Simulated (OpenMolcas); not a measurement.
## Single-point calculation of AlClO (part 2 of 2)

Continued. System: AlClO, SMILES [O]=[Al][Cl]. Method: ACPF/STO-3G, RHF (OpenMolcas 26.06). A bond length was changed on purpose from its optimised value.

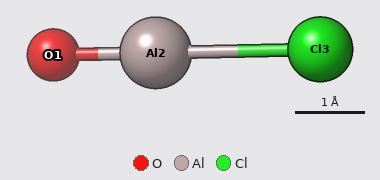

Fig. 1: The structure (ball-and-stick view, seen at a tilt; atoms are numbered from 1 in the order of the input). Sticks mark near contacts.

### The program's output, continued
```
      Orbitals frozen here                       0       0
      Inactive orbitals                          8       8
      Active orbitals                            0       0
      Additional valence orbitals                0       0
      Virtual orbitals                           4       4
      Orbitals deleted here                      0       0
      Sum: Total no. of orbitals                12      12

      WAVE FUNCTION SPECIFICATION:
      ----------------------------

      Number of electrons in CI                 16
      Internal orbitals in CI                    8
      External orbitals in CI                    4
      Number of irreps                           1
      Spin quantum number                      0.0
      State symmetry                             1

      REFERENCE STATE:
      ------------------------------

      Number of reference states                 1
      One closed shell reference state

      OPTIONS:
      --------

      Print parameter                            5
      Pulay diagonalization
      First order interacting space

      INTERNAL CONFIGURATIONS

      NUMBER OF VALENCE STATES               1
      NUMBER OF DOUBLET COUPLED SINGLES      8
      NUMBER OF TRIPLET COUPLED DOUBLES     28
      NUMBER OF SINGLET COUPLED DOUBLES     36

      FULL-SPACE CONFIGURATIONS (FORMAL)

      NUMBER OF VALENCE STATES               1
      NUMBER OF DOUBLET COUPLED SINGLES     32
      NUMBER OF TRIPLET COUPLED DOUBLES    168
      NUMBER OF SINGLET COUPLED DOUBLES    360

      FULL-SPACE CONFIGURATIONS (REAL)

      NUMBER OF VALENCE STATES               1
      NUMBER OF DOUBLET COUPLED SINGLES     32
      NUMBER OF TRIPLET COUPLED DOUBLES    168
      NUMBER OF SINGLET COUPLED DOUBLES    360

      FORMAL NUMBER OF CONFIGURATIONS     561
        REAL NUMBER OF CONFIGURATIONS     561
  NUMBER OF TWO-ELECTRON INTEGRALS:                 3081

      STATISTICS FOR INTEGRALS, FIRST ENTRY 10**3-10**4

               0         0         0         0       119
             364       417       281       173       132
             361       334       387         0         0
               0         0         0         0         0

      REFERENCE ENERGY     -767.38772638
  ITER      TOTAL ENERGY          CORR ENERGY           DECREASE
   1        -767.38772638           0.00000000        -767.38772638
   2        -767.49408607          -0.10635969          -0.10635969
   3        -767.51594097          -0.12821459          -0.02185490
   4        -767.52448157          -0.13675519          -0.00854060
   5        -767.52838045          -0.14065406          -0.00389887
   6        -767.53028441          -0.14255803          -0.00190397
   7        -767.53231732          -0.14459094          -0.00203291
   8        -767.53243564          -0.14470926          -0.00011832
   9        -767.53249594          -0.14476956          -0.00006030
  10        -767.53253617          -0.14480978          -0.00004023
  11        -767.53256444          -0.14483806          -0.00002828
  12        -767.53258466          -0.14485827          -0.00002021
  13        -767.53263676          -0.14491038          -0.00005211
  14        -767.53263709          -0.14491070          -0.00000032

     CALCULATION CONVERGED

     FINAL ACPF ENERGY        -767.53263709
     FINAL CORRELATION ENERGY   -0.14491070  REFERENCE ENERGY    -767.38772638
     SUM OF SQUARED CPX(BAR)    0.2198

     FIRST ORDER RELATIVISTIC CORRECTIONS
     MASS-VELOCITY               0.00000000
     1-EL DARWIN CONTACT         0.00000000
     TOTAL REL. CORRECTION       0.00000000
     TOTAL REL. ENERGY        -767.53263709

      PRINTOUT OF CI-COEFFICIENTS LARGER THAN      0.05

      WAVE FUNCTION NOT NORMALIZED

      CONFIGURATION      1   COEFFICIENT  1.000000   REFERENCE

      ORBITALS       0  0  1  2  3  4  5  6  7  8
      OCCUPATION     0  0  2  2  2  2  2  2  2  2
      SPIN-COUPLING  0  0  3  3  3  3  3  3  3  3
      SYMMETRY       0  0  1  1  1  1  1  1  1  1

      CONFIGURATION     15   COEFFICIENT -0.079454   DOUBLET

      ORBITALS       0 10  1  2  3  4  5  6  7  8
      OCCUPATION     0  1  2  2  2  1  2  2  2  2
      SPIN-COUPLING  0  1  3  3  3  2  3  3  3  3
      SYMMETRY       0  1  1  1  1  1  1  1  1  1

      CONFIGURATION     20   COEFFICIENT  0.079454   DOUBLET

      ORBITALS       0 11  1  2  3  4  5  6  7  8
      OCCUPATION     0  1  2  2  2  2  1  2  2  2
      SPIN-COUPLING  0  1  3  3  3  3  2  3  3  3
      SYMMETRY       0  1  1  1  1  1  1  1  1  1

      CONFIGURATION     24   COEFFICIENT  0.164720   DOUBLET

      ORBITALS       0 11  1  2  3  4  5  6  7  8
      OCCUPATION     0  1  2  2  2  2  2  1  2  2
      SPIN-COUPLING  0  1  3  3  3  3  3  2  3  3
      SYMMETRY       0  1  1  1  1  1  1  1  1  1

      CONFIGURATION     27   COEFFICIENT  0.164720   DOUBLET

      ORBITALS       0 10  1  2  3  4  5  6  7  8
      OCCUPATION     0  1  2  2  2  2  2  2  1  2
      SPIN-COUPLING  0  1  3  3  3  3  3  3  2  3
      SYMMETRY       0  1  1  1  1  1  1  1  1  1

      CONFIGURATION     30   COEFFICIENT -0.078283   DOUBLET

      ORBITALS       0  9  1  2  3  4  5  6  7  8
      OCCUPATION     0  1  2  2  2  2  2  2  2  1
      SPIN-COUPLING  0  1  3  3  3  3  3  3  3  2
      SYMMETRY       0  1  1  1  1  1  1  1  1  1

      CONFIGURATION     33   COEFFICIENT  0.064360   DOUBLET

      ORBITALS       0 12  1  2  3  4  5  6  7  8
      OCCUPATION     0  1  2  2  2  2  2  2  2  1
      SPIN-COUPLING  0  1  3  3  3  3  3  3  3  2
      SYMMETRY       0  1  1  1  1  1  1  1  1  1

      CONFIGURATION    288   COEFFICIENT -0.071298   TRIPLET

      ORBITALS      10 11  1  2  3  4  5  6  7  8
      OCCUPATION     1  1  2  2  2  2  2  1  1  2
      SPIN-COUPLING  1  2  3  3  3  3  3  2  2  3
      SYMMETRY       1  1  1  1  1  1  1  1  1  1

      CONFIGURATION    297   COEFFICIENT -0.072385   TRIPLET

      ORBITALS       9 11  1  2  3  4  5  6  7  8
      OCCUPATION     1  1  2  2  2  2  2  1  2  1
      SPIN-COUPLING  1  2  3  3  3  3  3  2  3  2
      SYMMETRY       1  1  1  1  1  1  1  1  1  1

      CONFIGURATION    305   COEFFICIENT -0.072385   TRIPLET

      ORBITALS       9 10  1  2  3  4  5  6  7  8
      OCCUPATION     1  1  2  2  2  2  2  2  1  1
      SPIN-COUPLING  1  2  3  3  3  3  3  3  2  2
      SYMMETRY       1  1  1  1  1  1  1  1  1  1

      CONFIGURATION    464   COEFFICIENT -0.054366   SINGLET

      ORBITALS       0  9  1  2  3  4  5  6  7  8
      OCCUPATION     0  2  2  2  0  2  2  2  2  2
      SPIN-COUPLING  0  3  3  3  0  3  3  3  3  3
      SYMMETRY       0  1  1  1  1  1  1  1  1  1

      CONFIGURATION    475   COEFFICIENT -0.051817   SINGLET

      ORBITALS       9 10  1  2  3  4  5  6  7  8
      OCCUPATION     1  1  2  2  1  1  2  2  2  2
      SPIN-COUPLING  1  2  3  3  1  2  3  3  3  3
      SYMMETRY       1  1  1  1  1  1  1  1  1  1

      CONFIGURATION    487   COEFFICIENT  0.051817   SINGLET

      ORBITALS       9 11  1  2  3  4  5  6  7  8
      OCCUPATION     1  1  2  2  1  2  1  2  2  2
      SPIN-COUPLING  1  2  3  3  1  3  2  3  3  3
      SYMMETRY       1  1  1  1  1  1  1  1  1  1

      CONFIGURATION    497   COEFFICIENT  0.086136   SINGLET

      ORBITALS       9 11  1  2  3  4  5  6  7  8
      OCCUPATION     1  1  2  2  1  2  2  1  2  2
      SPIN-COUPLING  1  2  3  3  1  3  3  2  3  3
      SYMMETRY       1  1  1  1  1  1  1  1  1  1

      CONFIGURATION    505   COEFFICIENT  0.086136   SINGLET

      ORBITALS       9 10  1  2  3  4  5  6  7  8
      OCCUPATION     1  1  2  2  1  2  2  2  1  2
      SPIN-COUPLING  1  2  3  3  1  3  3  3  2  3
      SYMMETRY       1  1  1  1  1  1  1  1  1  1

      CONFIGURATION    520   COEFFICIENT -0.069136   SINGLET

      ORBITALS       9 12  1  2  3  4  5  6  7  8
      OCCUPATION     1  1  2  2  1  2  2  2  2  1
      SPIN-COUPLING  1  2  3  3  1  3  3  3  3  2
      SYMMETRY       1  1  1  1  1  1  1  1  1  1

      CONFIGURATION    619   COEFFICIENT -0.050632   SINGLET

      ORBITALS       0 11  1  2  3  4  5  6  7  8
      OCCUPATION     0  2  2  2  2  2  2  0  2  2
      SPIN-COUPLING  0  3  3  3  3  3  3  0  3  3
      SYMMETRY       0  1  1  1  1  1  1  1  1  1

      CONFIGURATION    628   COEFFICIENT -0.067422   SINGLET

      ORBITALS      10 11  1  2  3  4  5  6  7  8
      OCCUPATION     1  1  2  2  2  2  2  1  1  2
      SPIN-COUPLING  1  2  3  3  3  3  3  1  2  3
      SYMMETRY       1  1  1  1  1  1  1  1  1  1

      CONFIGURATION    637   COEFFICIENT -0.075641   SINGLET

      ORBITALS       9 11  1  2  3  4  5  6  7  8
      OCCUPATION     1  1  2  2  2  2  2  1  2  1
      SPIN-COUPLING  1  2  3  3  3  3  3  1  3  2
      SYMMETRY       1  1  1  1  1  1  1  1  1  1

      CONFIGURATION    642   COEFFICIENT  0.052173   SINGLET

      ORBITALS      11 12  1  2  3  4  5  6  7  8
      OCCUPATION     1  1  2  2  2  2  2  1  2  1
      SPIN-COUPLING  1  2  3  3  3  3  3  1  3  2
      SYMMETRY       1  1  1  1  1  1  1  1  1  1

      CONFIGURATION    646   COEFFICIENT -0.050632   SINGLET

      ORBITALS       0 10  1  2  3  4  5  6  7  8
      OCCUPATION     0  2  2  2  2  2  2  2  0  2
      SPIN-COUPLING  0  3  3  3  3  3  3  3  0  3
      SYMMETRY       0  1  1  1  1  1  1  1  1  1

      CONFIGURATION    655   COEFFICIENT -0.075641   SINGLET

      ORBITALS       9 10  1  2  3  4  5  6  7  8
      OCCUPATION     1  1  2  2  2  2  2  2  1  1
      SPIN-COUPLING  1  2  3  3  3  3  3  3  1  2
      SYMMETRY       1  1  1  1  1  1  1  1  1  1

      CONFIGURATION    661   COEFFICIENT  0.052173   SINGLET

      ORBITALS      10 12  1  2  3  4  5  6  7  8
      OCCUPATION     1  1  2  2  2  2  2  2  1  1
      SPIN-COUPLING  1  2  3  3  3  3  3  3  1  2
      SYMMETRY       1  1  1  1  1  1  1  1  1  1

      CONFIGURATION    664   COEFFICIENT -0.116247   SINGLET

      ORBITALS       0 12  1  2  3  4  5  6  7  8
      OCCUPATION     0  2  2  2  2  2  2  2  1  1
      SPIN-COUPLING  0  3  3  3  3  3  3  3  1  2
      SYMMETRY       0  1  1  1  1  1  1  1  1  1

++    Molecular orbitals:
      -------------------

      Title:  ACPF natural orbitals

      Molecular orbitals for symmetry species 1: a

          Orbital            1         2         3         4         5         6         7         8         9        10
          Occ. No.          2.0000    2.0000    2.0000    2.0000    2.0000    2.0000    2.0000    2.0000    2.0000    2.0000

        1 O1     1s        -0.0000   -0.0001    0.9944    0.0002    0.0002    0.0000    0.0000   -0.0005   -0.0031   -0.0000
        2 O1     1s         0.0001    0.0008    0.0247   -0.0014   -0.0019   -0.0000   -0.0000   -0.0046   -0.0107   -0.0000
        3 O1     2px       -0.0000   -0.0000   -0.0002    0.0001    0.0001    0.0002   -0.0000   -0.0001   -0.0003    0.0019
        4 O1     2py       -0.0000   -0.0003   -0.0036    0.0009    0.0011   -0.0000   -0.0000   -0.0014   -0.0055    0.0005
        5 O1     2pz       -0.0000   -0.0000   -0.0005    0.0001    0.0002    0.0000    0.0002   -0.0002   -0.0008   -0.0040
        6 AL2    1s         0.0000    0.9939   -0.0001   -0.0002   -0.0002    0.0000    0.0000   -0.3300   -0.0031   -0.0000
        7 AL2    1s        -0.0000    0.0198    0.0004    0.0007    0.0007   -0.0000   -0.0000    1.0313    0.0100    0.0000
        8 AL2    1s         0.0001   -0.0036   -0.0045   -0.0028   -0.0039    0.0000    0.0000    0.0520    0.0020   -0.0000
        9 AL2    2px        0.0000   -0.0000    0.0001   -0.0001   -0.0001    0.0003   -0.0000   -0.0006    0.0603   -0.4172
       10 AL2    2px       -0.0000   -0.0000   -0.0004    0.0003    0.0005   -0.0014    0.0001   -0.0000    0.0067   -0.0411
       11 AL2    2py        0.0001   -0.0000    0.0010   -0.0012   -0.0015   -0.0000   -0.0000   -0.0100    0.9507   -0.0993
       12 AL2    2py       -0.0003   -0.0003   -0.0062    0.0054    0.0072    0.0001    0.0002   -0.0005    0.1061   -0.0098
       13 AL2    2pz        0.0000   -0.0000    0.0001   -0.0002   -0.0002    0.0000    0.0003   -0.0015    0.1380    0.8665
       14 AL2    2pz       -0.0000   -0.0000   -0.0009    0.0008    0.0010   -0.0001   -0.0014   -0.0001    0.0154    0.0854
       15 CL3    1s         0.9945    0.0000   -0.0000   -0.3772    0.0029   -0.0000   -0.0000   -0.0002    0.0006    0.0000
       16 CL3    1s         0.0158   -0.0000    0.0001    1.0537   -0.0081    0.0000    0.0000    0.0007   -0.0014   -0.0000
       17 CL3    1s        -0.0017    0.0003   -0.0006    0.0424    0.0021   -0.0000   -0.0000   -0.0040    0.0121    0.0000
       18 CL3    2px        0.0000   -0.0000    0.0000    0.0004    0.0620    0.9833   -0.0963    0.0001   -0.0001   -0.0003
       19 CL3    2px       -0.0000    0.0000   -0.0000    0.0001    0.0027    0.0396   -0.0039   -0.0002    0.0007    0.0012
       20 CL3    2py        0.0001   -0.0001    0.0001    0.0067    0.9771   -0.0750   -0.1356    0.0009   -0.0021   -0.0001
       21 CL3    2py       -0.0001    0.0003   -0.0006    0.0022    0.0424   -0.0030   -0.0055   -0.0039    0.0109    0.0003
       22 CL3    2pz        0.0000   -0.0000    0.0000    0.0010    0.1418    0.0866    0.9759    0.0001   -0.0003    0.0006
       23 CL3    2pz       -0.0000    0.0001   -0.0001    0.0003    0.0062    0.0035    0.0393   -0.0006    0.0016   -0.0025

          Orbital           11        12        13        14        15        16        17        18        19        20
          Occ. No.          2.0000    1.9998    1.9992    1.9992    1.9968    1.9553    1.9305    1.9305    1.8991    0.1301

        1 O1     1s         0.0000    0.0093    0.0000   -0.0000   -0.2602    0.0152    0.0000   -0.0000    0.0286   -0.0357
        2 O1     1s         0.0000   -0.0358   -0.0000    0.0000    1.0031   -0.0795   -0.0000    0.0000   -0.2112    0.2404
        3 O1     2px        0.0040   -0.0008   -0.0203    0.0212    0.0009   -0.0055   -0.5930   -0.6038   -0.0452   -0.0401
        4 O1     2py       -0.0005   -0.0132    0.0043    0.0016    0.0145   -0.0867    0.1237   -0.0479   -0.7136   -0.6331
        5 O1     2pz        0.0019   -0.0019   -0.0208   -0.0203    0.0021   -0.0126   -0.5934    0.5935   -0.1036   -0.0919
        6 AL2    1s         0.0000    0.0018    0.0000    0.0000    0.0129    0.0544    0.0000   -0.0000    0.0530   -0.0738
        7 AL2    1s        -0.0000   -0.0068   -0.0000   -0.0000   -0.0507   -0.2016   -0.0000    0.0000   -0.2010    0.2643
        8 AL2    1s         0.0000    0.0032    0.0000    0.0000    0.0180    0.5191    0.0000   -0.0000    0.4470   -0.9063
        9 AL2    2px       -0.8700    0.0008   -0.0158    0.0165   -0.0050    0.0059    0.1312    0.1335   -0.0085   -0.0045
       10 AL2    2px       -0.0858   -0.0003    0.0362   -0.0377    0.0030   -0.0134   -0.3052   -0.3108    0.0125    0.0025
       11 AL2    2py        0.1141    0.0126    0.0034    0.0013   -0.0796    0.0938   -0.0274    0.0106   -0.1332   -0.0716
       12 AL2    2py        0.0113   -0.0051   -0.0077   -0.0029    0.0466   -0.2113    0.0637   -0.0246    0.1967    0.0396
       13 AL2    2pz       -0.4058    0.0018   -0.0162   -0.0158   -0.0116    0.0136    0.1312   -0.1313   -0.0193   -0.0104
       14 AL2    2pz       -0.0400   -0.0007    0.0371    0.0362    0.0068   -0.0307   -0.3054    0.3055    0.0286    0.0057
       15 CL3    1s        -0.0000    0.0885   -0.0000    0.0000    0.0037   -0.0022   -0.0000    0.0000   -0.0037    0.0083
       16 CL3    1s         0.0000   -0.2908    0.0000   -0.0000   -0.0119    0.0056    0.0000   -0.0000    0.0121   -0.0254
       17 CL3    1s        -0.0000    1.0230   -0.0000    0.0000    0.0443   -0.0559   -0.0000    0.0000   -0.0448    0.1259
       18 CL3    2px       -0.0006    0.0009   -0.1912    0.1993   -0.0005   -0.0132   -0.0036   -0.0037    0.0058   -0.0087
       19 CL3    2px        0.0025   -0.0033    0.7070   -0.7371    0.0019    0.0473    0.0153    0.0155   -0.0216    0.0332
       20 CL3    2py        0.0001    0.0136    0.0406    0.0151   -0.0078   -0.2074    0.0008   -0.0003    0.0917   -0.1365
       21 CL3    2py       -0.0003   -0.0527   -0.1500   -0.0560    0.0299    0.7455   -0.0032    0.0012   -0.3405    0.5240
       22 CL3    2pz       -0.0003    0.0020   -0.1959   -0.1913   -0.0011   -0.0301   -0.0036    0.0036    0.0133   -0.0198
       23 CL3    2pz        0.0012   -0.0076    0.7245    0.7077    0.0043    0.1082    0.0153   -0.0153   -0.0494    0.0761

          Orbital           21        22        23
          Occ. No.          0.0714    0.0714    0.0168

        1 O1     1s        -0.0000    0.0000    0.0894
        2 O1     1s         0.0000   -0.0000   -0.6416
        3 O1     2px       -0.3886    0.3893    0.0325
        4 O1     2py        0.0802    0.0318    0.5121
        5 O1     2pz       -0.3825   -0.3888    0.0743
        6 AL2    1s        -0.0000    0.0000    0.0114
        7 AL2    1s         0.0000   -0.0000   -0.0353
        8 AL2    1s        -0.0000    0.0000    0.2588
        9 AL2    2px       -0.2590    0.2594   -0.0256
       10 AL2    2px        0.6800   -0.6812    0.0792
       11 AL2    2py        0.0534    0.0212   -0.4028
       12 AL2    2py       -0.1403   -0.0556    1.2486
       13 AL2    2pz       -0.2549   -0.2591   -0.0585
       14 AL2    2pz        0.6693    0.6804    0.1813
       15 CL3    1s         0.0000    0.0000    0.0117
       16 CL3    1s        -0.0000   -0.0000   -0.0342
       17 CL3    1s         0.0000    0.0000    0.1992
       18 CL3    2px        0.0183   -0.0183   -0.0062
       19 CL3    2px       -0.0722    0.0724    0.0253
       20 CL3    2py       -0.0038   -0.0015   -0.0970
       21 CL3    2py        0.0149    0.0059    0.3982
       22 CL3    2pz        0.0180    0.0183   -0.0141
       23 CL3    2pz       -0.0711   -0.0723    0.0578
--

++    Molecular charges:
      ------------------

      Mulliken charges per centre and basis function type
      ---------------------------------------------------

                O1      AL2     CL3
      1s       3.9440  5.0277  5.9909
      2px      1.5066  2.5041  3.9866
      2pz      1.5021  2.5014  3.9777
      2py      1.2473  2.3482  3.4635
      Total    8.2000 12.3814 17.4186

      N-E     -0.2000  0.6186 -0.4186

      Total electronic charge=   38.000000

      Total            charge=    0.000000
--

++    Molecular properties:
      ---------------------

      Dipole Moment (debye):
      Origin of the operator (angstrom)=   -0.0097   -0.1534   -0.0223
                   X=  2.0762E-01               Y=  3.2728E+00               Z=  4.7513E-01           Total=  3.3136E+00
      Quadrupole Moment (debye*angstrom):
      Origin of the operator (angstrom)=   -0.0097   -0.1534   -0.0223
                  XX= -2.3606E+01              XY= -6.3646E-01              XZ= -9.2395E-02              YY= -3.3599E+01
                  YZ= -1.4565E+00              ZZ= -2.3777E+01
      In traceless form (debye*angstrom)
                  XX=  5.0820E+00              XY= -9.5468E-01              XZ= -1.3859E-01              YY= -9.9073E+00
                  YZ= -2.1848E+00              ZZ=  4.8253E+00
--

--- Stop Module: cpf /rc=_RC_ALL_IS_WELL_ ---

.##################.
.# Happy landing! #.
.##################.

    Timing: Wall=1.30 User=1.00 System=0.29
```

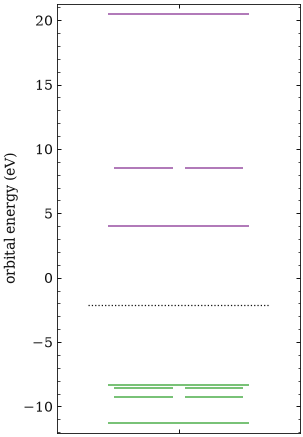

Fig. 2: Orbital energies near the frontier; the dotted line parts filled from empty levels, and levels within 0.02 eV of each other stand side by side. Highest filled −8.34 eV, lowest empty 4.05 eV, 12.39 eV apart.

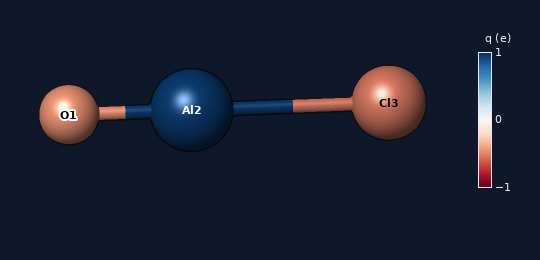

Fig. 3: Mulliken charges, as the colour of each atom (ball-and-stick view, seen at a tilt; atoms are numbered from 1 in the order of the input). By element: O −0.45, Al +0.96 and Cl −0.51 e.

The run was set up as follows.

### The input
```
&GATEWAY
 BasLib = $CurrDir
 Coord = geom.xyz
 Basis = STO-3G
 Group = NoSym

&SEWARD

&SCF
 Thresholds = 1e-10 1e-07 1e-07 1e-05
 PrOrbitals = 1 1

&MOTRA
 Frozen = 11

&GUGA
 Electrons = 16
 Spin = 1
 Inactive = 8
 Active = 0
 CIAll = 1

&CPF
 ACPF
```

### File geom.xyz
```
3

O      0.139010     2.191445     0.318139
Al     0.040880     0.644405     0.093559
Cl    -0.116820    -1.841490    -0.267330
```

Command:
```bash
export MOLCAS_MEM=1860
pymolcas test.input > test.log
```

### Results in brief

- outcome: converged
- total energy: −767.532637 hartree
- SCF energy: −767.387726 hartree
- correlation energy: −0.144911 hartree
- basis functions: 23
- HOMO: −8.34 eV
- LUMO: 4.05 eV
- dipole moment: 1.84 debye
- hardware: 1 thread of Arm Neoverse V2, 24 GiB of memory available, shared host
- wall time: 1.5 s
- peak memory: 0.37 GiB
